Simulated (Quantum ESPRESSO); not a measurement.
# MnGaGe: parallel and opposed starts

Aim: find out which collinear order of MnGaGe costs least.

Program: Quantum ESPRESSO 7.5. Level of theory: PBEsol; plane waves with GBRV 1.5 PBEsol potentials, no spin-orbit coupling. Results are calculated unless marked as measured.

## (1) Set-up

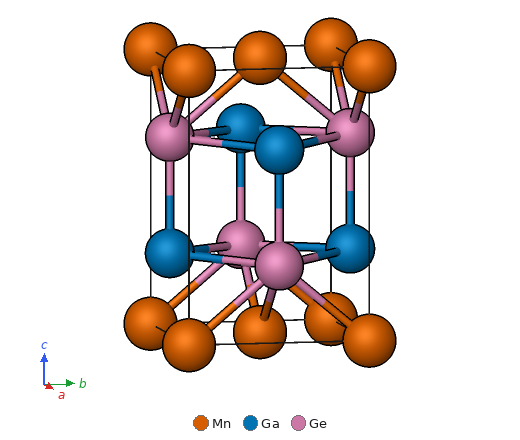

Start, viewed slightly off an axis; manganese orange, gallium blue, germanium pink. Some periodic images of atoms are drawn too.

The cell comes from Materials Project 2023-11-01, a database of computed structures, and need not be the stable phase.

## (2) Run 1 (ferro ++)

The signs are those of the starting moments on the seeded atoms, the atoms that are given a moment.

The input, pw.in:

```
&CONTROL
  calculation = 'scf'
  prefix = 'pwscf'
  outdir = './tmp'
  pseudo_dir = './pseudo'
  disk_io = 'nowf'
/
&SYSTEM
  ibrav = 0
  celldm(1) = 8
  nat = 6
  ntyp = 3
  ecutwfc = 40
  ecutrho = 280
  nbnd = 64
  occupations = 'smearing'
  smearing = 'fd'
  degauss = 0.00734986
  nspin = 2
  starting_magnetization(1) = 0.2333
  starting_magnetization(2) = 0
  starting_magnetization(3) = 0
/
&ELECTRONS
  conv_thr = 1.2d-08
  electron_maxstep = 150
  mixing_beta = 0.3
/
ATOMIC_SPECIES
Mn     54.9380 mn_pbesol_v1.5.uspp.F.UPF
Ga     69.7230 ga_pbesol_v1.4.uspp.F.UPF
Ge     72.6300 ge_pbesol_v1.4.uspp.F.UPF
CELL_PARAMETERS alat
   0.9320972536937    0.0000000000000    0.0000000000000
   0.0000000000000    0.9320972536937    0.0000000000000
   0.0000000000000    0.0000000000000    1.3962435168725
ATOMIC_POSITIONS crystal
Mn      0.0000000000    0.0000000000    0.0000000000
Mn      0.5000000000    0.5000000000    0.0000000000
Ga      0.0000000000    0.5000000000    0.7037730000
Ga      0.5000000000    0.0000000000    0.2962270000
Ge      0.0000000000    0.5000000000    0.2809470000
Ge      0.5000000000    0.0000000000    0.7190530000
K_POINTS automatic
6 6 6 0 0 0
```

Started as:

```sh
$ OMP_NUM_THREADS=1 mpirun -n 4 pw.x -nk 4 -in pw.in > pw.out
```

Output:

```text
Program PWSCF v.7.5 starts

     Message from routine setup:
     using ibrav=0 with symmetry is DISCOURAGED, use correct ibrav instead

     K-points division:     npool     =       4
     Subspace diagonalization in iterative solution of the eigenvalue problem:

     G-vector sticks info
     --------------------
     sticks:   dense  smooth     PW     G-vecs:    dense   smooth      PW
     Sum        1237     709    221                49175    21201    3565

     Using Slab Decomposition

     bravais-lattice index     =            0
     lattice parameter (alat)  =       8.0000  a.u.
     unit-cell volume          =     621.0886 (a.u.)^3
     number of atoms/cell      =            6
     number of atomic types    =            3
     number of electrons       =        96.00
     number of Kohn-Sham states=           64
     kinetic-energy cutoff     =      40.0000  Ry
     charge density cutoff     =     280.0000  Ry
     scf convergence threshold =      1.2E-08
     mixing beta               =       0.3000
     number of iterations used =            8  plain     mixing
     Exchange-correlation= SLA  PW   PSX  PSC
                           (   1   4  10   8   0   0   0)

     celldm(1)=   8.000000  celldm(2)=   0.000000  celldm(3)=   0.000000
     celldm(4)=   0.000000  celldm(5)=   0.000000  celldm(6)=   0.000000

     crystal axes: (cart. coord. in units of alat)
               a(1) = (   0.932097   0.000000   0.000000 )
               a(2) = (   0.000000   0.932097   0.000000 )
               a(3) = (   0.000000   0.000000   1.396244 )

     reciprocal axes: (cart. coord. in units 2 pi/alat)
               b(1) = (  1.072849  0.000000  0.000000 )
               b(2) = (  0.000000  1.072849  0.000000 )
               b(3) = (  0.000000  0.000000  0.716207 )

     PseudoPot. # 1 for Mn read from file:
     mn_pbesol_v1.5.uspp.F.UPF
     Pseudo is Ultrasoft + core correction, Zval = 15.0
     Generated by new atomic code, or converted to UPF format
     Using radial grid of  859 points,  6 beta functions with:
                l(1) =   0
                l(2) =   0
                l(3) =   1
                l(4) =   1
                l(5) =   2
                l(6) =   2
     Q(r) pseudized with  8 coefficients,  rinner =    0.950   0.950   0.950
                                                       0.950   0.950

     PseudoPot. # 2 for Ga read from file:
     ga_pbesol_v1.4.uspp.F.UPF
     Pseudo is Ultrasoft + core correction, Zval = 19.0
     Generated by new atomic code, or converted to UPF format
     Using radial grid of  871 points,  6 beta functions with:
                l(1) =   0
                l(2) =   0
                l(3) =   1
                l(4) =   1
                l(5) =   2
                l(6) =   2
     Q(r) pseudized with  8 coefficients,  rinner =    1.250   1.250   1.250
                                                       1.250   1.250

     PseudoPot. # 3 for Ge read from file:
     ge_pbesol_v1.4.uspp.F.UPF
     Pseudo is Ultrasoft + core correction, Zval = 14.0
     Generated by new atomic code, or converted to UPF format
     Using radial grid of  873 points,  6 beta functions with:
                l(1) =   0
                l(2) =   0
                l(3) =   1
                l(4) =   1
                l(5) =   2
                l(6) =   2
     Q(r) pseudized with  8 coefficients,  rinner =    1.400   1.400   1.400
                                                       1.400   1.400

     atomic species   valence    mass     pseudopotential
     Mn               15.00    54.93800     Mn( 1.00)
     Ga               19.00    69.72300     Ga( 1.00)
     Ge               14.00    72.63000     Ge( 1.00)

     Starting magnetic structure
     atomic species   magnetization
     Mn              0.233
     Ga              0.000
     Ge              0.000

     16 Sym. Ops., with inversion, found ( 8 have fractional translation)

   Cartesian axes

     site n.     atom                  positions (alat units)
         1        Mn     tau(   1) = (   0.0000000   0.0000000   0.0000000  )
         2        Mn     tau(   2) = (   0.4660486   0.4660486   0.0000000  )
         3        Ga     tau(   3) = (   0.0000000   0.4660486   0.9826385  )
         4        Ga     tau(   4) = (   0.4660486   0.0000000   0.4136050  )
         5        Ge     tau(   5) = (   0.0000000   0.4660486   0.3922704  )
         6        Ge     tau(   6) = (   0.4660486   0.0000000   1.0039731  )

     number of k points=    40  Fermi-Dirac smearing, width (Ry)=  0.0073
                       cart. coord. in units 2pi/alat
        k(    1) = (   0.0000000   0.0000000   0.0000000), wk =   0.0046296
        k(    2) = (   0.0000000   0.0000000   0.1193679), wk =   0.0092593
        k(    3) = (   0.0000000   0.0000000   0.2387358), wk =   0.0092593
        k(    4) = (   0.0000000   0.0000000  -0.3581037), wk =   0.0046296
        k(    5) = (   0.0000000   0.1788082   0.0000000), wk =   0.0185185
        [... 35 further k-points ...]

     Dense  grid:    49175 G-vectors     FFT dimensions: (  40,  40,  60)

     Smooth grid:    21201 G-vectors     FFT dimensions: (  32,  32,  45)

     Check: negative core charge=   -0.000027
     Generating pointlists ...
     new r_m :   0.2513 (alat units)  2.0102 (a.u.) for type    1
     new r_m :   0.2435 (alat units)  1.9482 (a.u.) for type    2
     new r_m :   0.2435 (alat units)  1.9482 (a.u.) for type    3

     Initial potential from superposition of free atoms

     starting charge      92.9982, renormalised to      96.0000
     Starting wfcs are   68 randomized atomic wfcs

     Self-consistent Calculation

     iteration #  1     ecut=    40.00 Ry     beta= 0.30
     Davidson diagonalization with overlap
     ethr =  1.00E-02,  avg # of iterations =  4.6

     total energy              =   -1677.31377181 Ry
     estimated scf accuracy    <       7.23199535 Ry

     total magnetization       =     4.48 Bohr mag/cell
     absolute magnetization    =     5.02 Bohr mag/cell

     iteration #  2     ecut=    40.00 Ry     beta= 0.30
     Davidson diagonalization with overlap
     ethr =  7.53E-03,  avg # of iterations =  2.0

     total energy              =   -1678.12196010 Ry
     estimated scf accuracy    <       1.77195950 Ry

     total magnetization       =     4.45 Bohr mag/cell
     absolute magnetization    =     5.17 Bohr mag/cell

     iteration #  3     ecut=    40.00 Ry     beta= 0.30
     Davidson diagonalization with overlap
     ethr =  1.85E-03,  avg # of iterations =  2.0

     total energy              =   -1678.34346634 Ry
     estimated scf accuracy    <       2.62288270 Ry

     total magnetization       =     4.42 Bohr mag/cell
     absolute magnetization    =     5.08 Bohr mag/cell

     [... further iterations left out ...]

     iteration # 12     ecut=    40.00 Ry     beta= 0.30
     Davidson diagonalization with overlap
     ethr =  1.52E-09,  avg # of iterations =  2.0

     total energy              =   -1678.58144095 Ry
     estimated scf accuracy    <       0.00000063 Ry

     total magnetization       =     4.24 Bohr mag/cell
     absolute magnetization    =     4.90 Bohr mag/cell

     iteration # 13     ecut=    40.00 Ry     beta= 0.30
     Davidson diagonalization with overlap
     ethr =  6.52E-10,  avg # of iterations =  2.1

     total energy              =   -1678.58144155 Ry
     estimated scf accuracy    <       0.00000006 Ry

     total magnetization       =     4.24 Bohr mag/cell
     absolute magnetization    =     4.89 Bohr mag/cell

     iteration # 14     ecut=    40.00 Ry     beta= 0.30
     Davidson diagonalization with overlap
     ethr =  6.72E-11,  avg # of iterations =  2.4

     total energy              =   -1678.58144164 Ry
     estimated scf accuracy    <       0.00000002 Ry

     total magnetization       =     4.24 Bohr mag/cell
     absolute magnetization    =     4.89 Bohr mag/cell

     iteration # 15     ecut=    40.00 Ry     beta= 0.30
     Davidson diagonalization with overlap
     ethr =  2.06E-11,  avg # of iterations =  2.5

     Magnetic moment per site  (integrated on atomic sphere of radius R)
     atom   1 (R=0.251)  charge= 13.5044  magn=  2.1882
     atom   2 (R=0.251)  charge= 13.5044  magn=  2.1882
     atom   3 (R=0.244)  charge= 17.1508  magn= -0.0296
     atom   4 (R=0.244)  charge= 17.1508  magn= -0.0296
     atom   5 (R=0.244)  charge= 11.9315  magn= -0.0599
     atom   6 (R=0.244)  charge= 11.9315  magn= -0.0599

     End of self-consistent calculation

     [... lines left out ...]
     the Fermi energy is    13.9407 ev

!    total energy              =   -1678.58144171 Ry
     estimated scf accuracy    <          2.3E-09 Ry
     smearing contrib. (-TS)   =      -0.00756357 Ry
     internal energy E=F+TS    =   -1678.57387814 Ry

     The total energy is F=E-TS. E is the sum of the following terms:
     one-electron contribution =   -1093.71685035 Ry
     hartree contribution      =     609.60807941 Ry
     xc contribution           =    -264.15629680 Ry
     ewald contribution        =    -930.30881041 Ry

     total magnetization       =     4.24 Bohr mag/cell
     absolute magnetization    =     4.89 Bohr mag/cell

     convergence has been achieved in  15 iterations

=------------------------------------------------------------------------------=
   JOB DONE.
=------------------------------------------------------------------------------=
```

Wall time 69 s (4 MPI ranks of Arm Neoverse V2, shared host); peak memory 0.77 GiB.

Spin moment in the atom's sphere by atom:

```csv
atom,spin moment in the atom's sphere (μB)
Mn1,2.19
Mn2,2.19
Ga3,-0.03
Ga4,-0.03
Ge5,-0.06
Ge6,-0.06
```

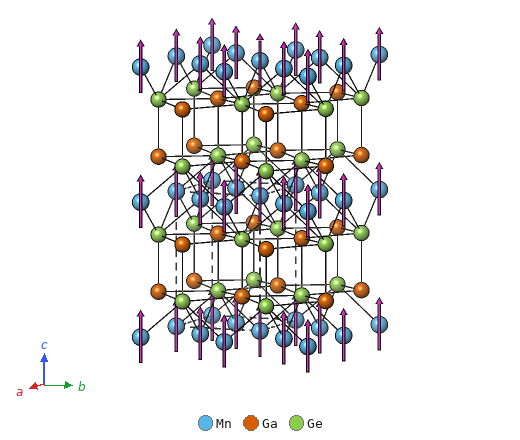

Spin moment in the atom's sphere as arrows, the longest 2.19 μB. Up and down stand for the sign. Arrows give size and sign along the axis of quantisation, drawn up and down the page. 2×2×2 cells are drawn. Some periodic images of atoms are drawn too.

Numbers from this step:

```yaml
smearing_term_ts: 0.1029 eV
magnetization: 4.238 μB
absolute_magnetization: 4.892 μB
final_state: ferromagnetic
```

[end of part 1 of 2]

[Logs and program files are shortened in this print: banners, set-up blocks, solver, clock and traceback lines can be left out without a mark of their own.]

[Logs are printed without paths, hosts, clocks, repeated set-up lines and the standing remarks that a program may print on its own settings, such as how far it seeks lower states.]

[Hosts, paths, dates, database ids (printed as entryN), source tags and the programs' standing remarks are cut or masked in the printed files.]

[Where a cell is said to come from a database of computed structures, the database is the Materials Project.]
